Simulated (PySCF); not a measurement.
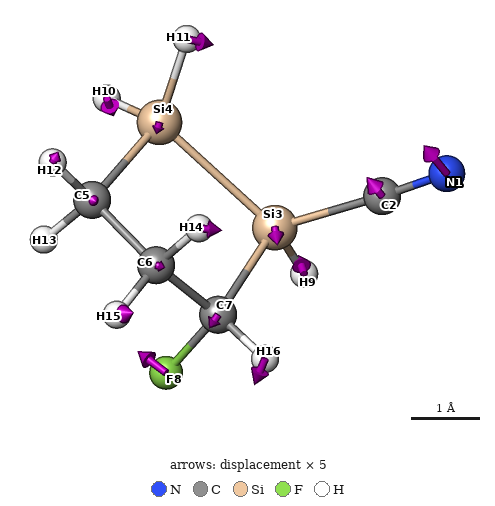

A relaxation of C4H8FNSi2. The starting structure is drawn; purple arrows show the displacements, 5 times their true length. The two geometries are superimposed by the best rigid fit.

Style: ball-and-stick. Shown from a free direction.

The start comes from GFN2-xTB.

These are results of PBE0-D3(BJ)/def2-SVP geometry optimisation, gas phase in PySCF 2.14.0, density-fitted response routines, not measurements. 

**Describe the change and its energy.**

N1 moves most after the best rigid fit: 0.14 Å. Largest moves by element: N 0.14 Å, F 0.12 Å, H 0.09 Å, C 0.08 Å, Si 0.06 Å. Some distances before and after: Si4–H10 1.465 → 1.492 Å, Si3–H9 1.464 → 1.486 Å, Si3–Si4 2.323 → 2.344 Å, Si3–C7 1.941 → 1.925 Å. Bond angles that change, for instance: Si4–Si3–H9 128.7° → 123.2°, C7–Si3–H9 109.1° → 113.2°, C2–Si3–H9 104.8° → 108.3°. Over 4 geometry steps the energy falls by 0.122 eV. Largest force component: 1.8 eV/Å at the start, 0.022 eV/Å at the end. The run took of the order of 70 core-seconds on a shared host.
